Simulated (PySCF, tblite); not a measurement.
**C4H6F2O2Si: geometry, infrared bands and NMR shifts**

Aim: predict the infrared bands and NMR shifts of C4H6F2O2Si (`COC1=C[C@@H](F)[Si@@H](F)O1`).

Programs: tblite 0.8.0 and PySCF 2.14.0, with density-fitted response routines of our own. Each step states its level of theory. These are calculated values for one molecule in the gas phase, unless marked as measured. Atoms count from 0, in the outputs and in this text.

## Step 1: Starting geometry

15 atoms, charge 0, multiplicity 1; geometry from: force field or distance geometry start.

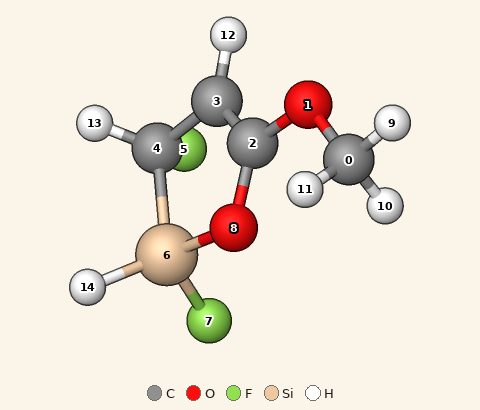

The starting geometry (carbon grey, oxygen red, fluorine green, silicon light orange, hydrogen white), atoms numbered.

## Step 2: Geometry optimisation with GFN2-xTB

What the job is given:

```
{"job": {"kind": "relax", "xc": "GFN2-xTB", "basis": "xTB"}, "charge": 0, "multiplicity": 1}
C     -2.652800     0.376700     0.141200
O     -1.747200    -0.658300     0.442300
C     -0.420400    -0.325500     0.215300
C      0.534700    -1.246200     0.304300
C      1.937400    -0.785400     0.047600
F      2.471100    -1.447400    -1.019800
Si     1.609500     1.026600    -0.373000
F      1.925900     1.374300    -1.897300
O     -0.057300     0.983300    -0.133900
H     -3.676200     0.003700     0.333700
H     -2.596800     0.659600    -0.915900
H     -2.501500     1.246500     0.788500
H      0.324400    -2.283600     0.576700
H      2.587800    -0.916000     0.910300
H      2.257000     1.999800     0.558200
```

Run with:

```bash
$ OMP_NUM_THREADS=1 python probes_run.py task.json out
```

The driver reads the jobs from task.json and runs them one after another.

Standard output:

```text
step      E/eV     max force
  0    -844.29942    1.905
  1    -844.42654    0.884
  2    -844.47139    0.764
  3    -844.48778    0.280
  4    -844.50322    0.292
  5    -844.51733    0.254
  6    -844.52808    0.266
  7    -844.53784    0.229
  8    -844.54416    0.190
  9    -844.54781    0.168
 10    -844.55021    0.159
 11    -844.55245    0.124
 12    -844.55455    0.115
 13    -844.55611    0.088
 14    -844.55713    0.070
 15    -844.55797    0.074
 16    -844.55879    0.077
 17    -844.55954    0.067
 18    -844.56023    0.062
 19    -844.56096    0.070
 20    -844.56187    0.082
 21    -844.56287    0.088
 22    -844.56369    0.084
 23    -844.56429    0.073
 24    -844.56482    0.054
 25    -844.56526    0.056
 26    -844.56556    0.044
 27    -844.56572    0.030
 28    -844.56582    0.023
 29    -844.56591    0.026
 30    -844.56598    0.022
 31    -844.56603    0.016
 32    -844.56606    0.015
 33    -844.56611    0.021
 34    -844.56616    0.021
 35    -844.56619    0.014
 36    -844.56621    0.011
 37    -844.56622    0.012
 38    -844.56624    0.016
 39    -844.56627    0.016
 40    -844.56631    0.015
 41    -844.56634    0.016
 42    -844.56638    0.013
 43    -844.56641    0.014
 44    -844.56643    0.011
 45    -844.56645    0.010
 46    -844.56646    0.010
 47    -844.56649    0.013
 48    -844.56651    0.015
 49    -844.56653    0.011
 50    -844.56654    0.007
```

Run time: 0.56 s. Hardware: 1 thread of Arm Neoverse N1, shared host; peak memory 0.18 GiB.

The steps of the relaxation: (not every step is listed)

```csv
step,energy from step 0 (eV),largest force (eV/Å)
0,0.0000,1.9050
1,-0.1271,0.8840
2,-0.1720,0.7640
3,-0.1884,0.2800
4,-0.2038,0.2916
5,-0.2179,0.2541
6,-0.2287,0.2662
7,-0.2384,0.2286
8,-0.2447,0.1901
11,-0.2530,0.1239
14,-0.2577,0.0698
17,-0.2601,0.0666
20,-0.2624,0.0825
23,-0.2649,0.0730
26,-0.2661,0.0436
29,-0.2665,0.0258
32,-0.2666,0.0154
35,-0.2668,0.0136
38,-0.2668,0.0156
41,-0.2669,0.0161
44,-0.2670,0.0114
45,-0.2670,0.0102
46,-0.2670,0.0103
47,-0.2671,0.0132
48,-0.2671,0.0149
49,-0.2671,0.0110
50,-0.2671,0.0073
```

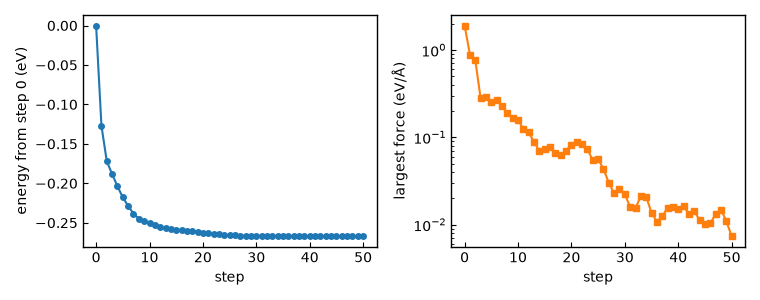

Energy and largest force along the relaxation.

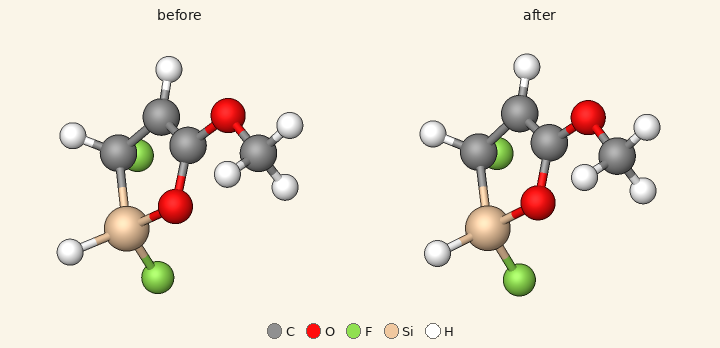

The geometry before (left) and after (right).

Close pairs (by a distance rule), those that changed most:

```csv
bond,before (Å),after (Å),change (Å)
Si6–H14,1.494,1.442,-0.053
O1–C2,1.387,1.335,-0.051
Si6–O8,1.684,1.640,-0.045
C4–Si6,1.889,1.923,+0.035
C2–O8,1.402,1.372,-0.031
C4–F5,1.365,1.395,+0.031
C3–H12,1.093,1.072,-0.021
C0–H9,1.106,1.088,-0.018
```

The final coordinates are the input of the step that follows.

## Step 3: Infrared spectrum with GFN2-xTB

What the job is given:

```
{"job": {"kind": "ir", "xc": "GFN2-xTB", "basis": "xTB"}, "charge": 0, "multiplicity": 1}
C     -2.613137     0.432847     0.129154
O     -1.718767    -0.631869     0.403106
C     -0.419503    -0.405852     0.194871
C      0.548535    -1.306533     0.362143
C      1.926493    -0.802905     0.061061
F      2.488645    -1.497926    -1.010346
Si     1.557856     1.038919    -0.353191
F      1.826466     1.480203    -1.865648
O     -0.063220     0.864251    -0.181185
H     -3.604803     0.040949     0.343708
H     -2.551139     0.739796    -0.917596
H     -2.405168     1.294710     0.767739
H      0.358402    -2.328610     0.623695
H      2.617545    -0.979276     0.892225
H      2.047383     2.069284     0.528355
```

Standard output:

```text
mode    cm-1     km/mol
  1      64.3      1.79
  2      84.3      3.43
  3     110.3      2.91
  4     127.2      2.69
  5     166.9      6.67
  6     189.7      1.43
  7     258.4     13.02
  8     319.2     26.18
  9     390.9     18.45
 10     442.8     28.59
 11     525.2     46.44
 12     572.7     23.77
 13     589.2     55.72
 14     606.4     40.52
 15     648.7     71.42
 16     699.8     21.84
 17     737.9     21.29
 18     843.5    148.59
 19     888.2    208.65
 20     931.6     80.23
 21     987.2    155.70
 22    1030.8     21.37
 23    1041.1    142.17
 24    1121.5      1.49
 25    1144.2     19.83
 26    1169.6      3.90
 27    1212.8     54.70
 28    1260.0    339.26
 29    1275.9     32.62
 30    1397.2      9.31
 31    1452.6      7.90
 32    1467.5     13.04
 33    1705.6    306.34
 34    2463.3    212.89
 35    2914.2     39.00
 36    2962.7     23.55
 37    2975.2     24.88
 38    3038.4     10.50
 39    3169.4      6.55
```

Wall time 0.89 s (1 thread of Arm Neoverse N1, shared host); peak memory 0.18 GiB.

The strongest bands and the atoms that carry them (share of the mass-weighted mode):

```csv
cm⁻¹,km/mol,atoms
844,148.6,"O8 36 %, Si6 27 %, F7 22 %"
888,208.7,"Si6 33 %, F7 25 %, O8 21 %, C3 11 %"
932,80.2,"O8 44 %, C3 10 %"
987,155.7,"C4 51 %, F5 25 %"
1041,142.2,"C0 24 %, O1 24 %, H12 16 %, C2 10 %"
1260,339.3,"C2 55 %, O1 24 %"
1706,306.3,"C2 56 %, C3 39 %"
2463,212.9,H14 97 %
```

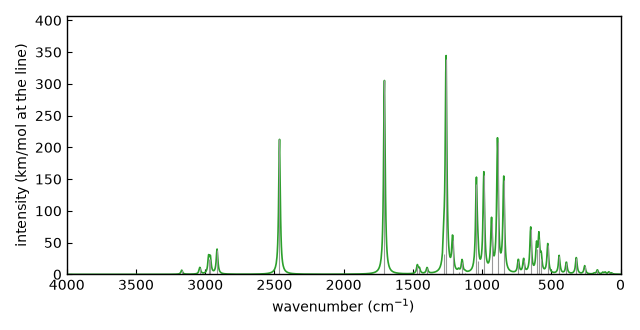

The infrared spectrum from these modes, unscaled. Lines are broadened to a width of 14 cm⁻¹ (Lorentzian).

## Step 4: NMR shieldings: PBE0/pcSseg-1

Settings changed since step 3:

```diff
@@ -1,2 +1,2 @@
-{"job": {"kind": "ir", "xc": "GFN2-xTB", "basis": "xTB"}, "charge": 0, "multiplicity": 1}
+{"job": {"kind": "nmr", "xc": "PBE0", "basis": "pcSseg-1"}, "charge": 0, "multiplicity": 1}
 C     -2.613137     0.432847     0.129154
```

With the program's defaults for keys left out, this is: GIAO PBE0/pcSseg-1 NMR shielding, non-relativistic, gas phase.

Standard output:

```text
coarse grid: 14032 points
cycle   1  E = -794.7553703840  dE =  1.513e+00  |g| = 9.894e-01  |ddm| = 3.608e+00
cycle   2  E = -794.5894654904  dE =  1.659e-01  |g| = 1.437e+00  |ddm| = 1.498e+00
cycle   3  E = -794.9194094021  dE = -3.299e-01  |g| = 1.076e-01  |ddm| = 9.303e-01
cycle   4  E = -794.9211254827  dE = -1.716e-03  |g| = 5.455e-02  |ddm| = 1.225e-01
cycle   5  E = -794.9217465605  dE = -6.211e-04  |g| = 1.489e-02  |ddm| = 5.048e-02
cycle   6  E = -794.9217920710  dE = -4.551e-05  |g| = 5.698e-03  |ddm| = 1.672e-02
cycle   7  E = -794.9217986431  dE = -6.572e-06  |g| = 1.324e-03  |ddm| = 4.771e-03
final grid: 134616 points
cycle   8  E = -795.0082924716  dE = -3.394e-05  |g| = 1.164e-02  |ddm| = 2.438e-02
cycle   9  E = -795.0082605495  dE =  3.192e-05  |g| = 1.777e-02  |ddm| = 1.656e-02
cycle  10  E = -795.0083161758  dE = -5.563e-05  |g| = 1.697e-03  |ddm| = 1.095e-02
cycle  11  E = -795.0083168626  dE = -6.867e-07  |g| = 3.469e-04  |ddm| = 1.638e-03
cycle  12  E = -795.0083168853  dE = -2.273e-08  |g| = 1.359e-04  |ddm| = 3.432e-04
cycle  13  E = -795.0083168891  dE = -3.810e-09  |g| = 2.686e-05  |ddm| = 1.114e-04
cycle  14  E = -795.0083168892  dE = -1.230e-10  |g| = 1.060e-05  |ddm| = 2.935e-05
converged SCF energy = -795.0083168892

GIAO shielding tensors (ppm)
atom      isotropic    diamagn.    paramagn.     s11        s22        s33       span
  0 C      131.216     244.067    -112.851    104.989    109.117    179.541     74.553
  1 O      230.456     395.853    -165.397    137.372    264.297    289.697    152.325
  2 C       15.936     253.517    -237.581    -77.087     54.841     70.053    147.140
  3 C      106.154     255.190    -149.036     42.995    121.282    154.184    111.188
  4 C       97.801     250.981    -153.180     59.646     82.722    151.034     91.388
  5 F      403.160     472.180     -69.020    347.071    398.209    464.201    117.129
  6 Si     362.327     879.228    -516.901    345.647    358.533    382.801     37.154
  7 F      343.020     466.694    -123.674    266.815    379.818    382.426    115.611
  8 O      194.001     401.543    -207.542    147.126    163.527    271.349    124.223
  9 H       27.923      27.341       0.581     24.028     25.952     33.789      9.761
 10 H       27.727      29.180      -1.453     23.870     25.949     33.362      9.492
 11 H       27.764      29.172      -1.408     23.818     26.057     33.416      9.598
 12 H       26.950      31.803      -4.853     23.724     27.617     29.509      5.785
 13 H       26.294      29.093      -2.799     22.119     26.973     29.790      7.671
 14 H       26.779      28.951      -2.173     23.240     23.970     33.126      9.886
```

Run time: 68 s. Hardware: 1 thread of Arm Neoverse N1, shared host; peak memory 0.83 GiB.

Shifts follow as δ = σ(reference) − σ, with reference shieldings (ppm) from runs at the same level and on the same kind of geometry: 1H TMS 31.72, 13C TMS 186.9, 29Si TMS 349.2, 19F CFCl3 170.9, 17O H2O 336.1. The references are single molecules in the gas phase, so shifts against H2O, NH3, PH3, H3PO4 or CFCl3 are not on the usual liquid scales and can be off by tens of ppm. Atoms listed in one row are averaged.

```csv
atoms,environment,σ (ppm),δ (ppm),δ scaled to CDCl3
C2,alkene carbon bearing oxygen,15.9,171.0,165.0
C4,allylic sp3 CH bonded to F and Si,97.8,89.1,85.1
C3,β carbon of an enol-ether or enamine type C=C,106.2,80.8,76.9
C0,methyl carbon bonded to O,131.2,55.7,52.5
H13,hydrogen on an allylic sp3 CH bonded to F and Si,26.29,5.42,5.22
H14,"hydrogen on a silicon bonded to C, F, O, in a 5-membered ring",26.78,4.94,–
H12,hydrogen on a β carbon of an enol-ether or enamine type C=C,26.95,4.77,4.60
"H9, H10, H11",hydrogen on a methyl carbon bonded to O,27.80,3.91,3.79
O8,"oxygen bonded to C, Si, in a 5-membered ring",194.0,142.1,–
O1,ether oxygen,230.5,105.6,–
F7,fluorine bonded to Si,343.0,-172.1,–
F5,fluorine on an sp3 carbon,403.2,-232.2,–
Si6,"silicon bonded to C, F, O, H, in a 5-membered ring",362.3,-13.2,–
```

The scaled column applies a straight-line fit of computed shieldings to shifts measured in CDCl3, and one for carbons that bear F (root-mean-square error 0.16 ppm for H, 1.9 ppm for C).

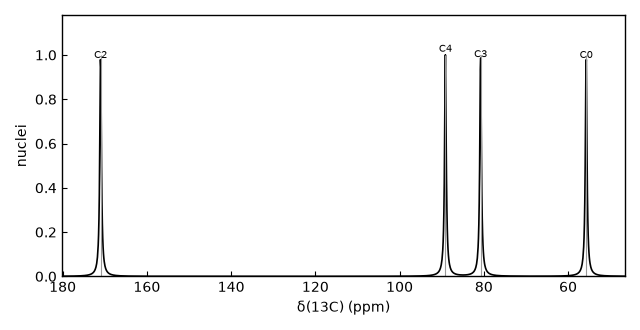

13C lines at the computed shifts, without couplings. Lines are broadened to a width of 0.46 ppm (Lorentzian).

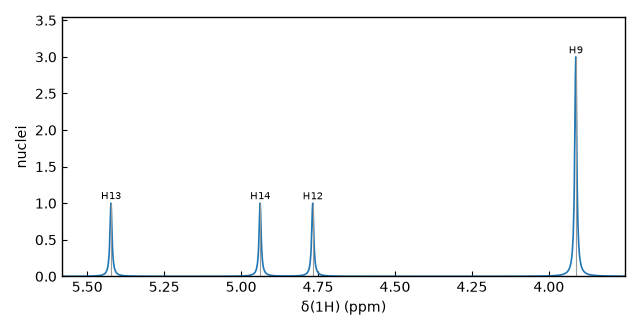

1H lines at the computed shifts, without couplings. Lines are broadened to a width of 0.01 ppm (Lorentzian).

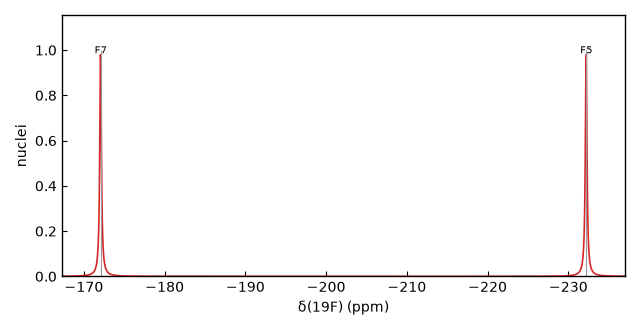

19F lines at the computed shifts, without couplings. Lines are broadened to a width of 0.24 ppm (Lorentzian).

The run also stored atomic charges by several schemes (e):

```csv
atoms,Mulliken,IAO,Hirshfeld,ESP fit
C0,-0.03,-0.21,-0.03,-0.04
O1,-0.46,-0.31,-0.10,-0.33
C2,0.49,0.40,0.15,0.55
C3,-0.23,-0.33,-0.15,-0.70
C4,-0.07,-0.12,-0.04,0.33
F5,-0.34,-0.33,-0.14,-0.26
Si6,1.16,1.41,0.51,0.49
F7,-0.40,-0.51,-0.19,-0.22
O8,-0.61,-0.62,-0.20,-0.30
```

Hirshfeld charges:

C0 -0.03; O1 -0.10; C2 0.15; C3 -0.15; C4 -0.04; F5 -0.14; Si6 0.51; F7 -0.19; O8 -0.20; H9 0.06; H10 0.05; H11 0.05; H12 0.05; H13 0.04; H14 -0.06

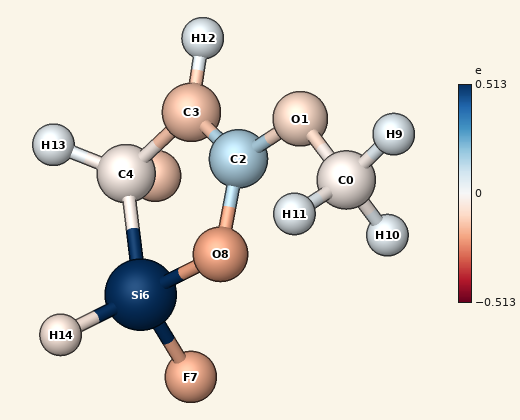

Hirshfeld charges, as colours on the atoms.

Mayer bond orders: C0–O1 0.88, O1–C2 1.07, C2–C3 1.69, C3–C4 1.05, C4–F5 0.84, C4–Si6 0.85, Si6–F7 0.99, Si6–O8 0.92, O8–C2 0.95.

Ring of atoms C2, C3, C4, Si6, O8: NICS(0) -3.7, NICS(1) -2.3, NICS(1)zz 0.2 ppm (means of both faces; NICS(1) differs between them: -3.5 and -1.1).

The fields below are evaluated on a grid from the run's orbitals.

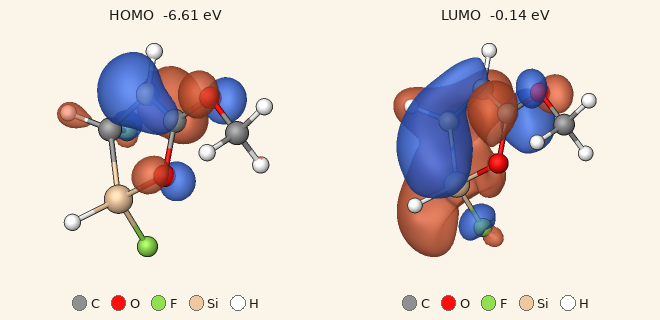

PBE0/pcSseg-1 orbitals near the gap, drawn at the value that encloses 70 % of each; the two colours are the two signs.

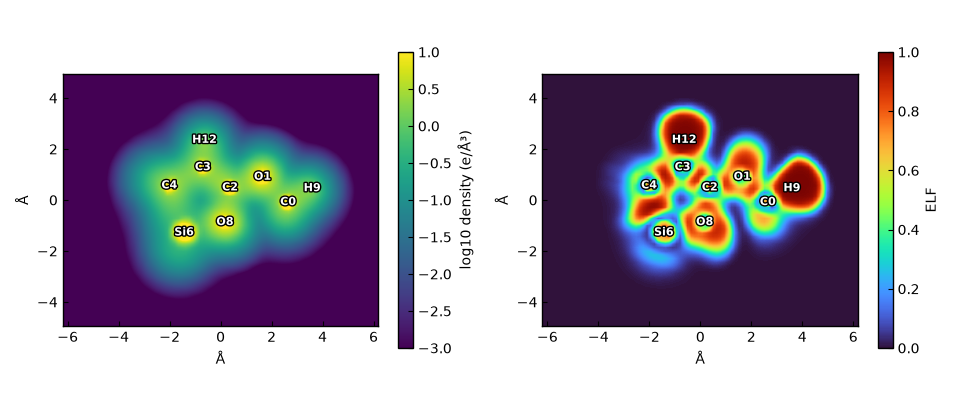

Density (left) and ELF (right) in a plane through or near 9 of the atoms.

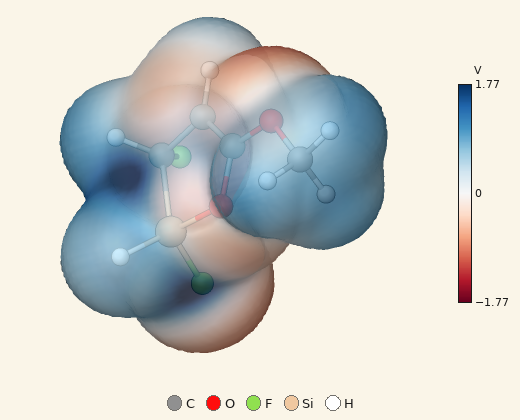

The potential that a unit positive charge feels on the 0.002 e/bohr³ surface, from -1.27 V near F5 to 1.77 V near H14.

## Step 5: Summary of results

| quantity | value |
| --- | --- |
| strongest single infrared mode (GFN2-xTB) | 1260 cm⁻¹, 339 km/mol |
| zero-point energy (GFN2-xTB) | 61.5 kcal/mol |
| 13C shifts against TMS (PBE0/pcSseg-1) | 171.0, 89.1, 80.8, 55.7 ppm |
| 1H shifts against TMS (PBE0/pcSseg-1, means over atoms taken as alike) | 5.42, 4.94, 4.77, 3.91 ppm |
| 17O shifts against H2O (PBE0/pcSseg-1) | 142.1, 105.6 ppm |
| 19F shifts against CFCl3 (PBE0/pcSseg-1) | -172.1, -232.2 ppm |
| 29Si shifts against TMS (PBE0/pcSseg-1) | -13.2 ppm |
| surface potential, least and greatest | -1.27 V and 1.77 V |

Relaxing lowered the energy by 0.267 eV in 50 steps; the close pair that moved most is Si6–H14, from 1.494 to 1.442 Å. No mode is imaginary among the 39: a minimum at this level. The strongest single mode, at 1260 cm⁻¹, moves mainly C2. Unscaled tight-binding wavenumbers are off by several per cent, some by more. Its intensities can rank the bands wrongly. C2 (alkene carbon bearing oxygen) lies farthest downfield among carbon, at 171.0 ppm; an sp2 carbon further deshielded by the attached heteroatom. The most deshielded hydrogen is H13 (hydrogen on an allylic sp3 CH bonded to F and Si), at 5.42 ppm: its carbon carries F, an electronegative neighbour.
